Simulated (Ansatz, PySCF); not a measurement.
Breaking a bond: Na₂, singlet.

Levels: RKS-B3LYP/6-31G* = PySCF with restricted B3LYP/6-31G*, spherical d; UCCSD(T) = CCSD(T) on UHF/cc-pVDZ, frozen core in Ansatz (a program for electronic structure); RCCSD = CCSD on RHF/cc-pVDZ, frozen core in Ansatz; RKS-B3LYP = restricted B3LYP/cc-pVDZ (Ansatz); UKS-PBE = unrestricted PBE/cc-pVDZ in Ansatz.

Energies are in kcal/mol, each relative to the lowest point of its own curve near equilibrium.

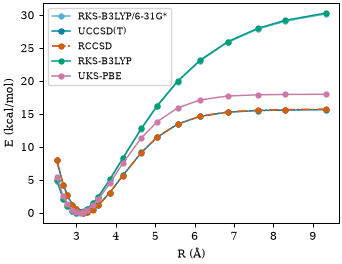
*Energy against bond length for each method.*

```
R / Å  RKS-B3LYP/6-31G*  UCCSD(T)  RCCSD  RKS-B3LYP  UKS-PBE
-----  ----------------  --------  -----  ---------  -------
2.50                4.8       8.0    8.0        4.9      5.5
2.67                2.1       4.2    4.2        2.1      2.5
2.77                1.0       2.6    2.6        1.1      1.4
2.90                0.2       1.2    1.2        0.3      0.4
3.00                0.0       0.5    0.5        0.0      0.1
3.10                0.0       0.1    0.1        0.0      0.0
3.17                0.2       0.0    0.0        0.2      0.1
3.28                0.6       0.0    0.0        0.6      0.4
3.43                1.5       0.5    0.5        1.5      1.2
3.56                2.4       1.1    1.1        2.4      2.0
3.85                5.0       3.0    3.0        5.0      4.5
4.18                8.2       5.6    5.6        8.3      7.5
4.65               12.7       9.1    9.1       12.8     11.3
5.05               16.1      11.4   11.4       16.2     13.8
5.57               19.9      13.4   13.4       19.9     15.9
6.14               23.0      14.6   14.6       23.1     17.1
6.84               25.8      15.2   15.3       25.9     17.7
7.60               27.8      15.5   15.5       28.0     17.9
8.30               29.0      15.6   15.6       29.2     17.9
9.33               30.2      15.6   15.7       30.3     17.9
```

At the longest distance, 9.33 Å, RKS-B3LYP lies highest above its minimum (30.3 kcal/mol) and UCCSD(T) lowest (15.6 kcal/mol).

The restricted form behind RKS-B3LYP/6-31G*, RKS-B3LYP keeps the bonding electrons paired and can't separate into open-shell fragments. The unrestricted determinant behind UCCSD(T) is spin-contaminated at 2.50 to 9.33 Å (<S²> up to 1.0, against 0.00 for a pure singlet). With two correlated electrons CCSD is exact in the basis where it finds the lowest root (UCCSD(T), RCCSD). The unrestricted determinant behind UKS-PBE is spin-contaminated at 4.18 to 9.33 Å (<S²> up to 1.0, against 0.00 for a pure singlet).
